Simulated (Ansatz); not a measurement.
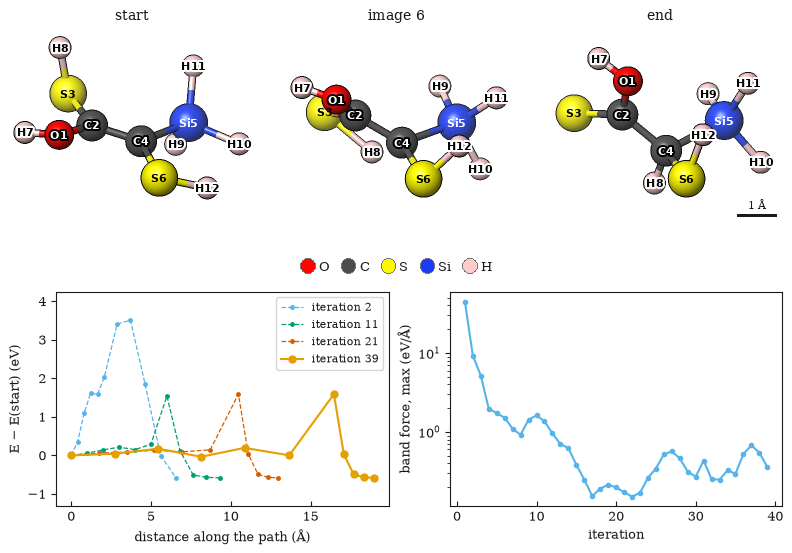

A search for the minimum-energy path of C2H6OS2Si by the nudged elastic band. Images are numbered from 0 (start) to 10 (end). The plot follows the band through its iterations. A ball-and-stick model, seen from a free direction.

Level of theory: RKS PBE0-D4/def2-SVP (Ansatz 0.2.0). Settings: 9 movable images; climbing image; force threshold 0.05 eV/Å; iteration limit 39; starting path through a guess of the saddle point.

Did the band converge, and can the barrier be trusted?

Answer. The result isn't final. The band hadn't converged when the run stopped after 39 iterations. The largest component of the band force went from 45 to 0.36 eV/Å. The barrier read from it is provisional, though the highest image hardly moved in the last two iterations. The first iteration put the highest image at 10.86 eV. The highest point, image 6, lies 1.59 eV above the start and 2.17 eV above the end; the end is at −0.58 eV relative to the start. The profile has 3 maxima (images 2, 4, 6) with a dip at image 3, 5 (−0.03 eV, 0.00 eV), which on an unconverged band is provisional.
